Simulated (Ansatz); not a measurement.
## W2C: thickness series

The reference is W$_{2}$C (space group P-3m1, No. 164).

```
W2C
1.0
    3.03475     0.00000     0.00000
   -1.51737     2.62817     0.00000
    0.00000     0.00000     4.65634
C W
1 2
Direct
  0.00000   0.00000   0.00000
  0.33333   0.66667   0.25517
  0.66667   0.33333   0.74483
```

Free-standing slabs (3 atom(s) a layer) normal to the stacking axis with 15 Å of vacuum; in-plane cell relaxed.

Computed with PBE-D3(BJ) (Ansatz, a program for electronic structure; PAW; 420 eV plane waves; no SOC).

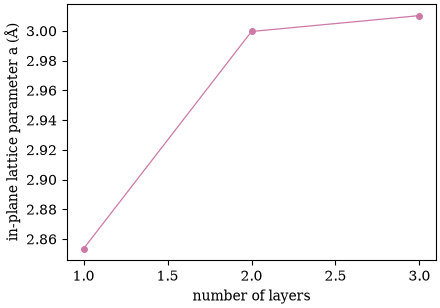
Fig. 1. in-plane lattice parameter a against number of layers

From the plot, what is the in-plane lattice parameter a for 1 layer?

About 2.85 Å.

Is the trend monotonic over the range shown?

Yes, it rises throughout, spanning 2.853 Å to 3.010 Å.

Stability against distortions was not tested. All final runs are without spin polarisation.
